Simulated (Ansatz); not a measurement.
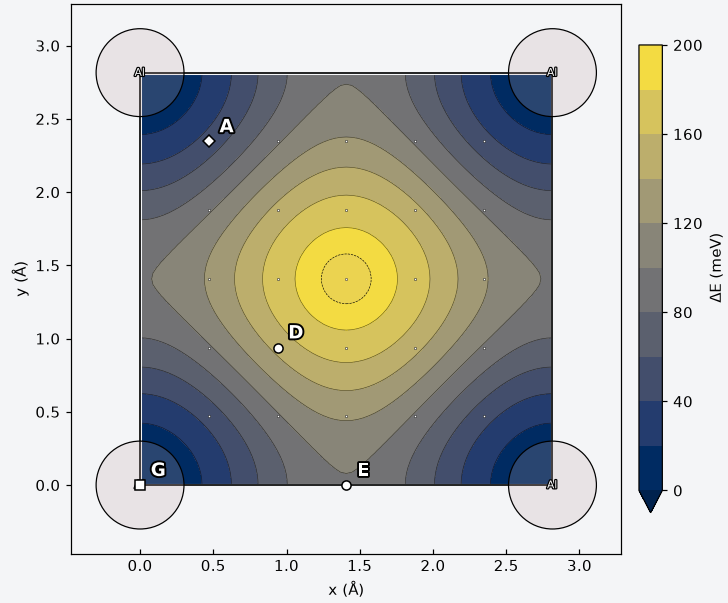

Cl on an Al(100) slab cut from the Fm-3m phase, its upper half relaxed before the scan (12 atoms of substrate and one adsorbate in a 2 × 2 cell). Cl is moved over the surface cell at a fixed height above a rigid substrate; the origin of the map has the adsorbate above Al9; the height is held at 3.10 Å. Places are given modulo a cell vector. The map is drawn in real space over the plane of the surface. Grid: 6 × 6 points; 10 points were computed and 26 follow by symmetry. Places are given in fractions of the 1 × 1 surface cell. Energies: meV, counted from the lowest grid point. The runs have no spin polarisation, so an open-shell adsorbate far from the surface lies too high. At a fixed height the lowest place need not be the adsorption site. The calculation used DFT PBE+D3(BJ), scalar-relativistic, plane waves, PAW in Ansatz. Settings: cutoff 420 eV, k-mesh 5×5×1, gaussian smearing 0.1 eV, no spin polarisation.

In the figure: filled contours, dots at the grid points, labelled circles for the atoms of the top layer and small ones for the second layer, the outline of one cell of the plane, lettered points. Between grid points the surface is interpolated.

Is D the lowest point of the computed grid?

No. D lies 146 meV above the lowest grid point, which is at the top site over a surface Al atom, (0/6, 0/6) of the cell vectors.

What kind of point is each of A, D, E, G: minimum, saddle, maximum or slope?

A: on a slope; D: on a slope; E: saddle point; G: minimum. (In these two coordinates alone; a stationary point may lie a little off the grid point.)

Rank the lettered points by energy, lowest first.

G (0 meV), A (48 meV), E (99 meV), D (146 meV).

PAW datasets: the set soft_1.
